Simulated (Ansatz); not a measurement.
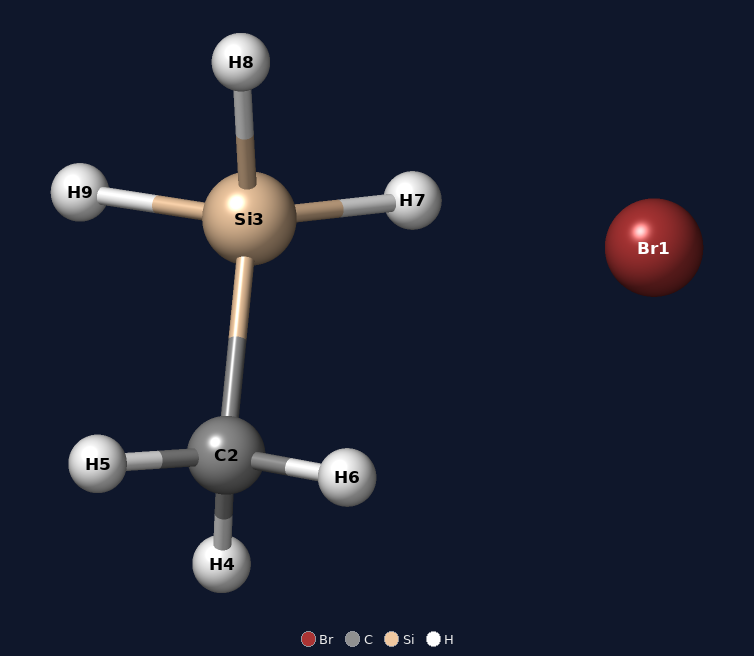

The species has charge −1 and is a spin singlet. Sticks follow a distance rule. Harmonic vibrations computed with RKS PBE0-D4/def2-TZVP (Ansatz 0.2.0) at a stationary point of the same level.

Q: How many imaginary frequencies does it have?

A: A minimum: no imaginary frequency, and the lowest mode lies at 51 cm⁻¹.

Q: How many vibrational modes are there, and where do they lie?

A: 21 modes: 51, 125, 130, 240, 512, 520, 704, 869, 874, 912, 944, 966, 1250, 1436, 1465, 2079, 2237, 2245, 3029, 3117, 3132 cm⁻¹.
